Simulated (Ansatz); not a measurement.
System: fcc Sr. Method: r²SCAN50 (PAW; Ansatz, a program for electronic structure).

Numerical settings: plane-wave cutoff 520 eV, 10×10×10 k mesh, Fermi–Dirac smearing 0.05 eV, scalar-relativistic PAW data made under PBE.

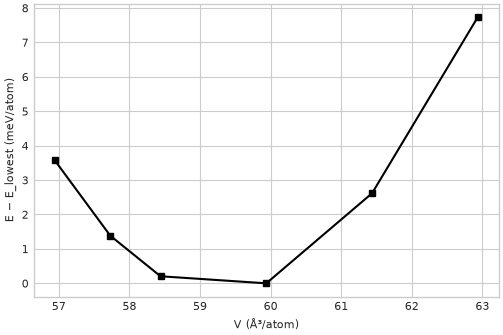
*Total energy against volume*

Q: From the curve, estimate the equilibrium volume and the bulk modulus.

A: V0 ≈ 59.3 Å³/atom and B0 ≈ 13 GPa; the fit gives V0 = 59.283 Å³/atom, B0 = 12.5 GPa, B′ = 3.7.

Measured, for comparison: bulk modulus 12.5 GPa (corrected for temperature and zero-point phonon effects, our sources range from 12.0 to 12.5; as tabulated in Levämäki et al. (2014), arXiv:1402.3671); equilibrium volume per atom 55.22 Å³/atom (low-temperature or extrapolated to 0 K; zero-point anharmonic expansion removed; as tabulated in Csonka et al. (2009), arXiv:0903.4037). Computed (rounded) less measured: bulk modulus 0.0 % (0.0 % to +4 % over the range), equilibrium volume per atom +7.4 %.

Computed values are for the static lattice.

It cost roughly 40 core-minutes of CPU time.
